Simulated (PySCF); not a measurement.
# H12LaN4 (charge +3): what the fields show

The calculation's input:

```
mol = gto.M(atom='''
La     0.00000    -0.00000     0.00289
N      1.50080     1.50080     1.49986
H      1.37875     1.37875     2.52770
H      2.52808     1.37672     1.37474
H      1.37672     2.52808     1.37474
N     -1.50080    -1.50080     1.49986
H     -1.37875    -1.37875     2.52770
H     -2.52808    -1.37672     1.37474
H     -1.37672    -2.52808     1.37474
N      1.50005    -1.50005    -1.49941
H      2.14402    -2.14402    -0.99254
H      0.99169    -2.14289    -2.14326
H      2.14289    -0.99169    -2.14326
N     -1.50005     1.50005    -1.49941
H     -2.14402     2.14402    -0.99254
H     -0.99169     2.14289    -2.14326
H     -2.14289     0.99169    -2.14326''',
    basis={'La': 'lcecp-1-SVP', 'N': 'def2-SVP', 'H': 'def2-SVP'},
    ecp={'La': 'lcecp-1-SVP'},
    charge=3, spin=0)
mf = dft.RKS(mol, xc='PBE')
mf.grids.atom_grid = (75, 302)  # f atoms: at least (60, 302), unpruned
mf = mf.density_fit()  # La AutoAux, N def2-universal-JKFIT, H def2-universal-JKFIT
mf.conv_tol = 1e-09; mf.max_cycle = 55
mf.kernel(dm0)
```

Command:

```sh
OMP_NUM_THREADS=4 python run.py
```

Core potentials replace the inner electrons of La.

The calculation used RKS PBE, La lcecp-1-SVP with ECP46, N def2-SVP, H def2-SVP; non-relativistic Hamiltonian with scalar-relativistic core potentials where named; density fitting in PySCF.

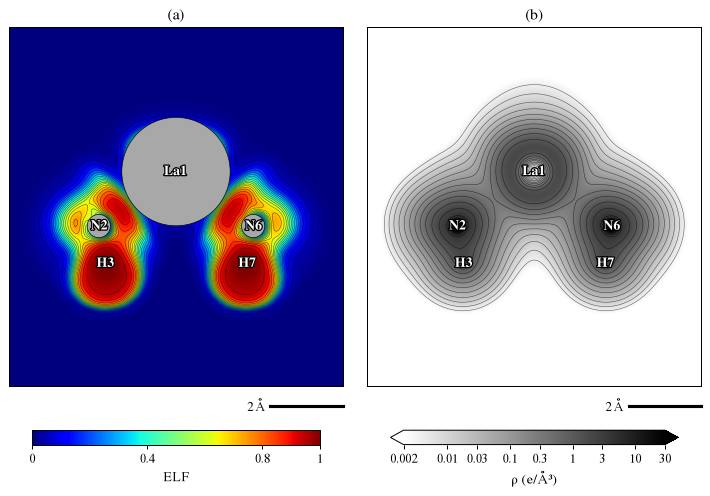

Figure 1. (a) electron localisation function; (b) electron density on the plane of atoms N2, La1 and N6. Grey discs cover the atomic cores in the ELF map.

What do the fields say about this system?

Answer.
- The section cuts through La, N and H sites.
- La–N (2.60 Å): ρ at the midpoint is about 0.34 e/Å³; the ELF peaks at about 0.95 in the valence shell of N, 0.7 Å from its nucleus, and drops to about 0.25 between the two atoms.
- N–H (1.04 Å): ρ at the midpoint is about 2.7 e/Å³; the ELF climbs to about 1 towards the hydrogen, as it does in any bond to H; a covalent bond by its length.

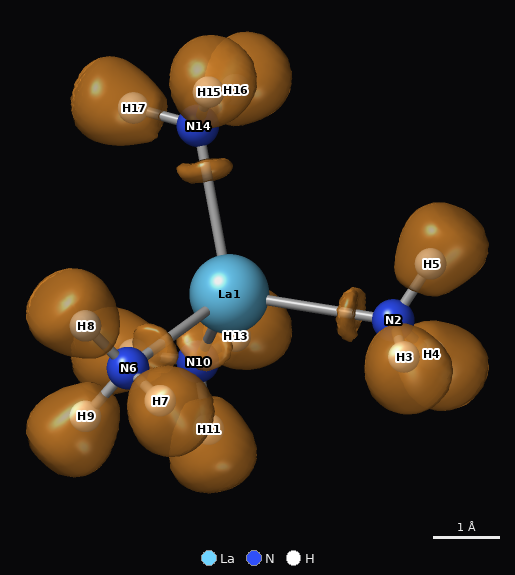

Figure 2. Isosurface of the electron localisation function at 0.9 (orange), seen at a tilt. Core shells and regions of very low density are left out.

Describe the localisation domains.

Answer. At this value the surface marks out twelve regions around hydrogen nuclei and four lobes of the valence shell of N pointing towards La.
